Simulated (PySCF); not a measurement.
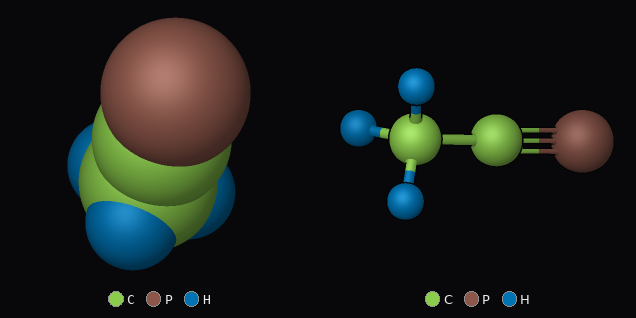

Both panels show the same species.

The geometry was computed by an optimisation with PBE0-D3(BJ)/def2-TZVP. No frequency run is at hand to confirm it as a minimum.

Description:

The molecule is C2H3P. SMILES: `CC#P`. It has no ring. This geometry has C3v symmetry. Coordination: 1 C tetrahedral; 1 C linear.

The parts below concern this one geometry. Atoms keep their numbers from picture to picture.

**Geometry**

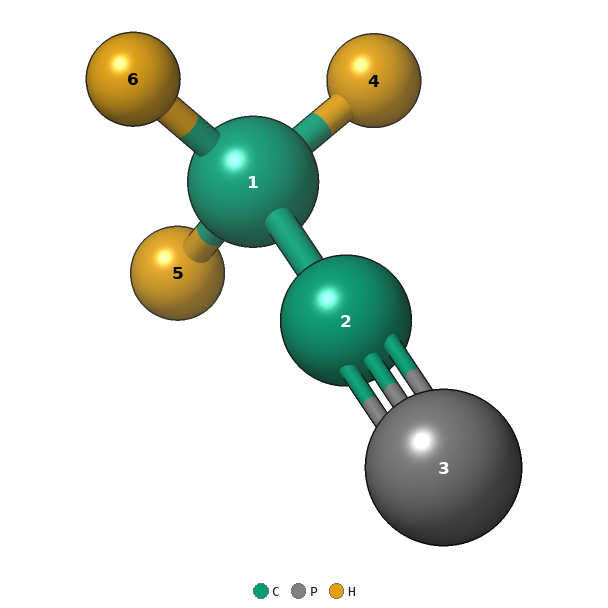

The atoms are numbered. No frequency run is at hand to confirm it as a minimum.

Which atoms are bonded, and how long are the bonds?

```
 bond  length (Å)   order
C1–C2       1.450  single
C1–H4       1.094  single
C1–H5       1.094  single
C1–H6       1.094  single
C2–P3       1.538  triple
```

**Electronic properties**

No frequency run is at hand to confirm it as a minimum. Properties computed with KT3/pcSseg-2, gas phase (PySCF 2.14.0).

What does the calculation give?

- dipole moment: 1.70 D
- HOMO energy (Kohn–Sham orbital): −6.45 eV
- LUMO energy (Kohn–Sham orbital): −1.83 eV
- HOMO–LUMO gap: 4.61 eV

**NMR shielding**

The questions are on isotropic NMR shieldings of the C atoms. No frequency run is at hand to confirm it as a minimum. Method: GIAO ωB97X-D/pcSseg-2 NMR shielding, non-relativistic, IEF-PCM chloroform (PySCF 2.14.0).

List the isotropic NMR shieldings of the C atoms.

```csv
atom,σ (ppm)
C1,171.0
C2,−8.3
```

**Charges**

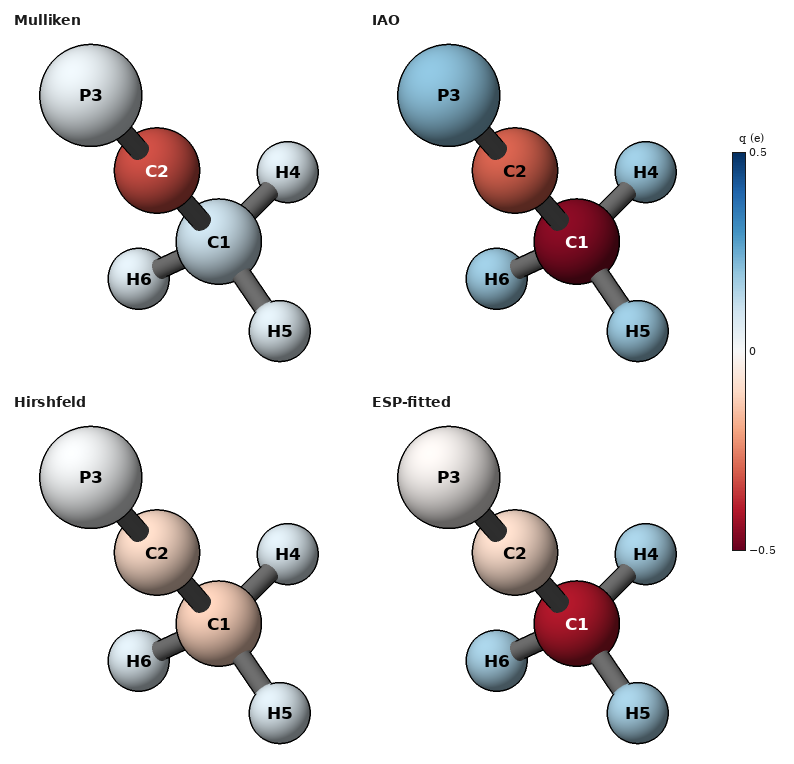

Atomic charges of one calculation by 4 schemes, on one colour scale. No frequency run is at hand to confirm it as a minimum. Level of theory: PBE0/pcSseg-2 (PySCF 2.14.0).

Which scheme gives the most polar picture (largest mean size of the charges)?

Answer. The IAO charges are the largest in size here, and the Hirshfeld charges the smallest.

On which atom do the schemes disagree most?

Answer. On C1 (from −0.45 to 0.10 e).

List the charges (e), one line for each set of equivalent atoms.

| atom | Mulliken | IAO | Hirshfeld | ESP-fitted |
| --- | --- | --- | --- | --- |
| C1 | 0.10 | −0.45 | −0.11 | −0.40 |
| C2 | −0.32 | −0.30 | −0.09 | −0.09 |
| P3 | 0.04 | 0.20 | 0.01 | −0.01 |
| H4, H5, H6 | 0.06 | 0.18 | 0.07 | 0.17 |

Mulliken values depend strongly on the basis set and can even reverse the polarity of a bond.
